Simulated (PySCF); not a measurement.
C3H5F2 (SMILES C[CH]C(F)F) (doublet)

```yaml
atoms:
  - { symbol: C, position_ang: [1.2548, 0.4555, -0.0934] }
  - { symbol: C, position_ang: [0.1642, -0.4567, 0.2784] }
  - { symbol: C, position_ang: [-1.2294, -0.2206, -0.1269] }
  - { symbol: F, position_ang: [-1.9729, 0.3533, 0.8871] }
  - { symbol: F, position_ang: [-1.8777, -1.3863, -0.4013] }
  - { symbol: H, position_ang: [0.9661, 1.1129, -0.9107] }
  - { symbol: H, position_ang: [1.5464, 1.0819, 0.7584] }
  - { symbol: H, position_ang: [2.1471, -0.1075, -0.3734] }
  - { symbol: H, position_ang: [0.3460, -1.2697, 0.9600] }
  - { symbol: H, position_ang: [-1.3358, 0.4417, -1.0008] }
```

Geometry: GFN2-xTB.

Level of theory: UKS B3LYP, pcH-1 on C F H, non-relativistic, mean-field spin-orbit, GIAO (PySCF 2.14.0, density-fitted response routines).

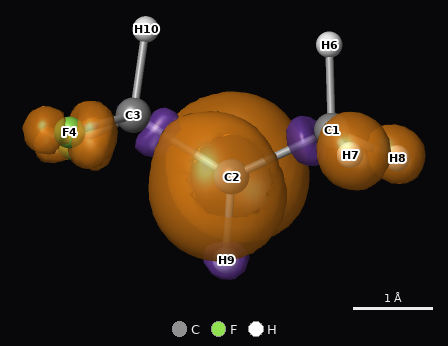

Figure 1. Isosurfaces of the spin density at +0.03 (orange) and −0.03 e/Å³ (purple), seen at a tilt.

**Which atoms carry the spin?**

The unpaired spin (1 electron) lies mostly on C2 (about 0.7), in electrons by Hirshfeld's partition.

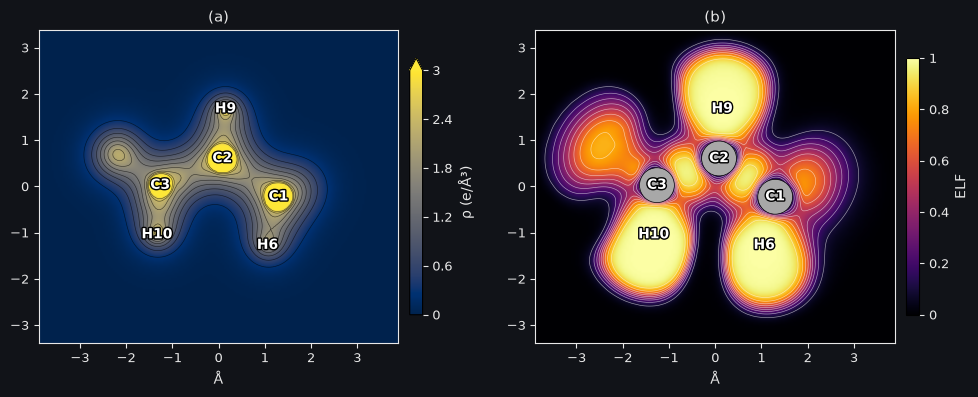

Figure 2. (a) electron density; (b) ELF on the plane of atoms C1, C2 and H9. Grey discs cover the atomic cores in the ELF map.

**Describe what can be read from this map.**

Atoms in the plane: C and H. C–C (1.47 Å): ρ is about 1.8 e/Å³ halfway; the ELF peaks at about 0.95 between the atoms, as expected for localised, covalent bonding. C–H (1.08 Å): ρ at the midpoint is about 2.1 e/Å³; the ELF climbs to about 1 towards the hydrogen, as it does in any bond to H (an ordinary covalent bond to hydrogen). The ELF also peaks beside F5, away from the bonds: non-bonding electrons, paired or unpaired.

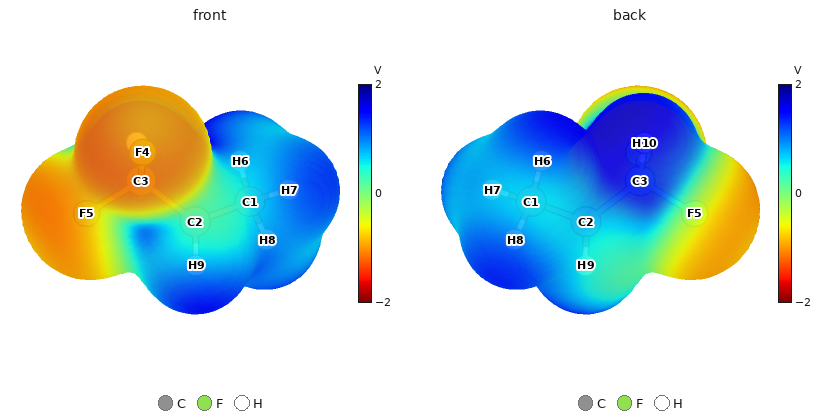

Figure 3. The electrostatic potential painted on the density surface at 0.004 e/bohr³, seen from the front and from behind; the colour scale runs from red (negative) to blue (positive).

**Where is the surface potential most negative and most positive?**

The most negative region (about −1.2 V) lies over F4, the most positive (about +1.6 V) over C3, H6 and H10.
